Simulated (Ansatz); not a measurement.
# One shape, several levels: triplet SiNH5

We compute a comparison of 6 runs (U-wB97M-V/STO-3G, UHSE06/STO-3G, RPA@PBE/STO-3G, UMP2/STO-3G, UCCSDTQ/STO-3G, UCCSD/STO-3G) of triplet SiNH5. 

The results are computed with Ansatz 0.2.0.

49 further runs of the same task are left out: 49 set aside as unsound or not needed.

### 1 The system as given

SiNH5 has 7 atoms, charge 0, and is taken as a triplet. As SMILES of the parent species, `[H][Si]([H])([H])N`. Geometry: relaxed at GFN2-xTB. That shape belongs to the parent species and isn't relaxed for this state.

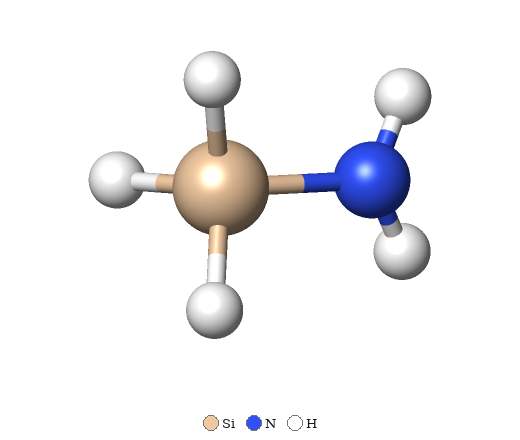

The structure, seen from a chosen angle (silicon light orange, nitrogen blue, hydrogen white).

### 2 A single-point energy at U-wB97M-V/STO-3G (run 1)

Input file molecule.yaml:

```yaml
crystal:
  periodic: [false, false, false]
  atoms:
    - {symbol: Si, position_ang: [-0.000690, 0.002380, -0.682990]}
    - {symbol: N, position_ang: [0.090660, 0.178690, 1.028560]}
    - {symbol: H, position_ang: [0.707680, -0.428190, 1.543790]}
    - {symbol: H, position_ang: [-0.763660, 0.307400, 1.545850]}
    - {symbol: H, position_ang: [1.387750, -0.009920, -1.135540]}
    - {symbol: H, position_ang: [-0.747920, 1.169350, -1.146100]}
    - {symbol: H, position_ang: [-0.673820, -1.219710, -1.153570]}
basis:
  gaussian:
    orbitals: STO-3G
magnetization:
  spin_polarized: true
  initial_magnetization: 2
hamiltonian:
  xc: {name: wB97M-V}
accuracy: high
```

Command:

```
$ ansatz run molecule.yaml --threads 1 --pin off --max-ram 2610MiB --events-out events.jsonl --progress --plain --runs-dir runs
```

What it wrote:

```text
Warning: RAYON_NUM_THREADS=1 ignored (pool sized by the plan → 1); use --threads N
Functional definition: wB97M-V
  name "wB97M-V"
  parameter omega = 0.3/bohr
  parameter cx = 0.15
  parameter cx01 = 1.007
  parameter cx10 = 0.259
  parameter css00 = 0.443
  parameter css04 = -1.437
  parameter css10 = -4.535
  parameter css20 = -3.390
  parameter css43 = 4.278
  parameter cos00 = 1.000
  parameter cos10 = 1.358
  parameter cos20 = 2.924
  parameter cos21 = -8.812
  parameter cos60 = -1.390
  parameter cos61 = 9.142
  parameter b = 6.0
  parameter c = 0.01
  gx(w, u) = 1 - cx + cx01*u + cx10*w
  gss(w, u) = css00 + css04*u^4 + css10*w + css20*w^2 + css43*w^4*u^3
  gos(w, u) = cos00 + cos10*w + (cos20 + cos21*u)*w^2 + (cos60 + cos61*u)*w^6
  exchange = spin_sum(e_x_unif_sr(omega)*gx(b97_w, b97_u_x)) + cx*exact_x_sr(omega) + exact_x_lr(omega)
  correlation = spin_sum(e_c_pw_mod_same_spin*gss(b97_w, b97_u_same))
      + integral(e_c_pw_mod_opposite_spin*gos(b97_w_opposite, b97_u_opposite)) + vv10(b, c)
337 factors; integrals over basis functions are off by at most 8.3e-9 eV
158 factors; integrals over basis functions are off by at most 8.8e-10 eV
mean field evaluation 1: about -9327.0702 eV, gradient 6.2e0 eV
mean field evaluation 2: about -9327.6521 eV, gradient 2.4e0 eV
mean field evaluation 4: about -9327.9051 eV, gradient 9.5e-1 eV
mean field evaluation 8: about -9327.9569 eV, gradient 4.6e-2 eV
mean field evaluation 16: about -9327.9570 eV, gradient 2.4e-4 eV
mean field -9327.95695416 eV, -342.7960953491 hartree, gradient 5.3e-8 eV, S^2 2.001366; 0 other end points of the search recorded, 0 dependent functions left out
reference -9327.95695684 eV, -342.7960954474 hartree; 14, 12 occupied and 5, 7 virtual orbitals, 337 factors
Total energy: -9327.95695684 eV, -342.7960954474 hartree
```

Wall time 28 s (1 thread of Arm Neoverse V2, shared host); peak memory 0.55 GiB.

### 3 A single-point energy at UHSE06/STO-3G (run 2)

Input file job.yaml:

```yaml
crystal:
  periodic: [false, false, false]
  atoms:
    - {symbol: Si, position_ang: [-0.000690, 0.002380, -0.682990]}
    - {symbol: N, position_ang: [0.090660, 0.178690, 1.028560]}
    - {symbol: H, position_ang: [0.707680, -0.428190, 1.543790]}
    - {symbol: H, position_ang: [-0.763660, 0.307400, 1.545850]}
    - {symbol: H, position_ang: [1.387750, -0.009920, -1.135540]}
    - {symbol: H, position_ang: [-0.747920, 1.169350, -1.146100]}
    - {symbol: H, position_ang: [-0.673820, -1.219710, -1.153570]}
basis:
  gaussian:
    orbitals: STO-3G
total_charge: 0
magnetization:
  spin_polarized: true
  initial_magnetization: 2
hamiltonian:
  xc: hse06
accuracy: high
```

Command:

```
$ ansatz run job.yaml --threads 1 --pin off --max-ram 2610MiB --events-out events.jsonl --progress --plain --runs-dir runs
```

What it wrote:

```text
Warning: RAYON_NUM_THREADS=1 ignored (pool sized by the plan → 1); use --threads N
Functional definition: HSE06
  name "HSE06"
  parameter a = 0.25
  parameter omega = 0.11/bohr
  exchange = pbe_x - a*pbe_x_sr(omega) + a*exact_x_sr(omega)
  correlation = pbe_c
337 factors; integrals over basis functions are off by at most 8.3e-9 eV
63 factors; integrals over basis functions are off by at most 7.7e-10 eV
mean field evaluation 1: about -9322.1328 eV, gradient 7.1e0 eV
mean field evaluation 2: about -9322.6578 eV, gradient 4.6e0 eV
mean field evaluation 4: about -9322.8410 eV, gradient 4.8e-1 eV
mean field evaluation 8: about -9322.8370 eV, gradient 1.5e-2 eV
mean field evaluation 16: about -9322.8370 eV, gradient 2.8e-6 eV
mean field -9322.83701566 eV, -342.6079410795 hartree, gradient 5.4e-8 eV, S^2 2.001486; 0 other end points of the search recorded, 0 dependent functions left out
reference -9322.83701761 eV, -342.6079411513 hartree; 14, 12 occupied and 5, 7 virtual orbitals, 337 factors
Total energy: -9322.83701761 eV, -342.6079411513 hartree
```

Run time: 2.4 s. Hardware: 1 thread of Arm Neoverse V2, shared host; peak memory 0.14 GiB.

Runs 3 to 5 aren't shown in full; the table further down has their settings and results.

### 4 The energy at UCCSD/STO-3G (run 6)

Input file in.yaml:

```yaml
crystal:
  periodic: [false, false, false]
  atoms:
    - {symbol: Si, position_ang: [-0.000690, 0.002380, -0.682990]}
    - {symbol: N, position_ang: [0.090660, 0.178690, 1.028560]}
    - {symbol: H, position_ang: [0.707680, -0.428190, 1.543790]}
    - {symbol: H, position_ang: [-0.763660, 0.307400, 1.545850]}
    - {symbol: H, position_ang: [1.387750, -0.009920, -1.135540]}
    - {symbol: H, position_ang: [-0.747920, 1.169350, -1.146100]}
    - {symbol: H, position_ang: [-0.673820, -1.219710, -1.153570]}
basis:
  gaussian:
    orbitals: STO-3G
correlation:
  method: ccsd
  frozen_orbitals: {H: 0, "N": 1, Si: 5}
magnetization:
  spin_polarized: true
  initial_magnetization: 2
scf:
  omitted_lower_state_checks: [cluster_reference, increment]
accuracy: high
```

Command:

```
$ ansatz run in.yaml --threads 1 --pin off --max-ram 2610MiB --events-out events.jsonl --progress --plain --runs-dir runs
```

What it wrote, cut to the lines that bear on the results:

```text
Warning: RAYON_NUM_THREADS=1 ignored (pool sized by the plan → 1); use --threads N
Functional definition: HF
  name "HF"
[...]
337 factors; integrals over basis functions are off by at most 8.3e-9 eV
[...]
mean field -9303.36680330 eV, -341.8924239729 hartree, gradient 3.0e-8 eV, S^2 2.007346; 2 other end points of the search recorded, 0 dependent functions left out
6 core orbitals not correlated: weight in the atoms' cores, before any rotation towards them, 1.000 or more for the frozen orbitals, at most 0.000 for the correlated occupied ones
reference -9303.36680330 eV, -341.8924239729 hartree; 8, 6 occupied and 5, 7 virtual orbitals, 337 factors
second order -1.95887564 eV of doubles, -0.00000000 eV of singles
cycle   1  -2.54046180 eV  change   -5.8e-1 eV  update   6.3e-2
[...]
cycle  31  -2.90500683 eV  change   3.6e-10 eV  update  5.0e-10
Total energy: -9306.27181013 eV, -341.9991810048 hartree
Checks for a lower state left out: cluster_reference, increment
```

Run time: 0.24 s. Hardware: 1 thread of Arm Neoverse V2, shared host.

### 5 Overview of the runs

```tsv
run	level	frozen core orbitals	energy (Eh)	⟨S²⟩	wall time
1	U-wB97M-V/STO-3G	–	-342.796095	2.001	28 s
2	UHSE06/STO-3G	–	-342.607941	2.001	2.4 s
3	RPA@PBE/STO-3G	6	-342.069599	2.001	2.4 s
4	UMP2/STO-3G	6	-341.964411	2.007	0.14 s
5	UCCSDTQ/STO-3G	6	-342.000707	2.007	41 s
6	UCCSD/STO-3G	6	-341.999181	2.007	0.24 s
```

### 6 What came out

| quantity | value |
| --- | --- |
| run 6: total energy | -341.99918 Eh |
| run 6: correlation energy (6 core orbitals frozen) | -106.8 mEh |
| run 6: ⟨S²⟩ of the reference determinant | 2.007 |
| run 6: T1 diagnostic | 0.013 |

**Reading.** Totals of different functionals can't be ranked against each other. In runs 1, 2, 3, 4, 5, 6 the basis is minimal, so the values are rough. All runs together took 73 s, the longest 41 s.
